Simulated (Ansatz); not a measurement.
GeHSiSn (doublet)

The calculation's input:

```
basis:
  gaussian:
    orbitals: def2-TZVPD
crystal:
  periodic: [false, false, false]
  atoms:
    - symbol: Ge
      position_ang: [0.737035, -0.303287, 0.277798]
    - symbol: Si
      position_ang: [-1.157922, -0.572071, -1.036948]
    - symbol: Sn
      position_ang: [0.554418, 2.162147, 0.888696]
    - symbol: H
      position_ang: [-1.940252, -1.069459, 0.187935]
magnetization:
  spin_polarized: true
  initial_magnetization: 1
hamiltonian:
  xc: {name: PBE0}
output: {forces: true, orbitals: {seedname: orbitals}}
```

Launched as:

```sh
ansatz run input.yaml --threads 1 --pin off --max-ram 2610MiB --events-out events.jsonl --progress --plain --runs-dir runs
```

Geometry: B3LYP-D3(BJ)/def2-SVP; core potentials replace the inner electrons of Sn.

Method: Ansatz 0.2.0, isolated molecule in a Gaussian basis; Kohn-Sham density functional theory, functional PBE0.

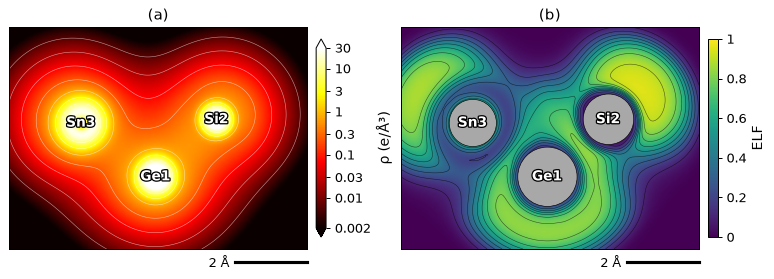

Figure 1. (a) electron density; (b) electron localisation function on the plane of atoms Si2, Ge1 and Sn3. Grey discs cover the atomic cores in the ELF map.

Read the bonding off the picture.

- The section cuts through Ge, Si and Sn sites.
- Si–Ge (2.32 Å): ρ at the midpoint is about 0.57 e/Å³; the ELF peaks at about 0.80 in the valence shell of Si, 1.1 Å from its nucleus, and is about 0.80 at the midpoint.
- Sn–Ge (2.55 Å): the density is about 0.46 e/Å³ at the midpoint; the ELF is about 0.55 at the midpoint.
- The ELF also peaks beside Si2, away from the bonds: non-bonding electrons, paired or unpaired.

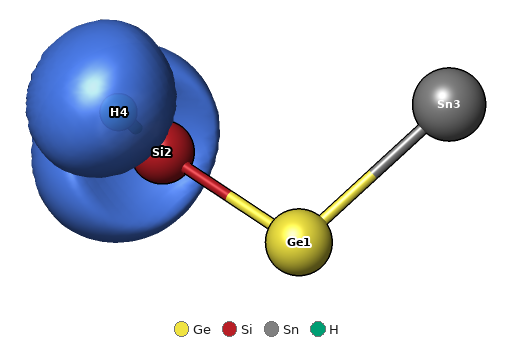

Figure 2. Isosurface of the ELF at 0.9 (blue), seen across its widest extent. Core shells and regions of very low density are left out.

Identify the bonds, lone pairs and shells in this picture.

The ELF exceeds this value in one region around a hydrogen nucleus and one lobe on Si, pointing away from the bonds (non-bonding electrons).
